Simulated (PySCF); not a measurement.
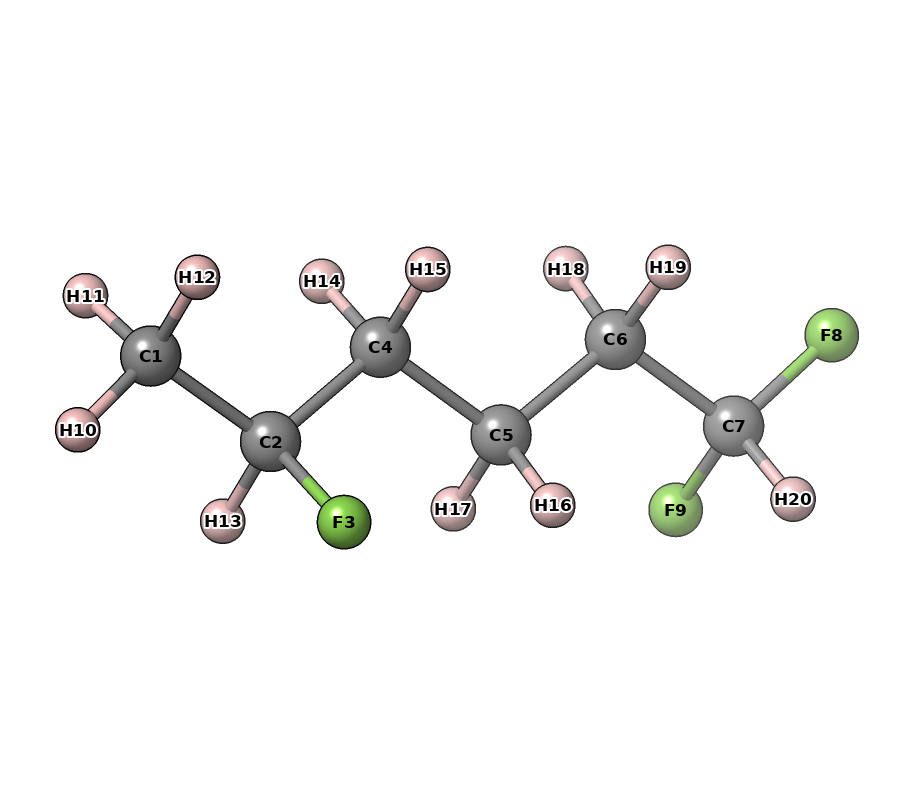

Distant atoms are faded towards the background colour. The geometry was computed by an optimisation with PBE0-D3(BJ)/def2-SVP. No frequency run is at hand to confirm it as a minimum.

### Find the stereocentres and stereogenic double bonds.

Centres: C2.

### Assign CIP descriptors.

C2: S (priorities F3 > C4 > C1 > H13).
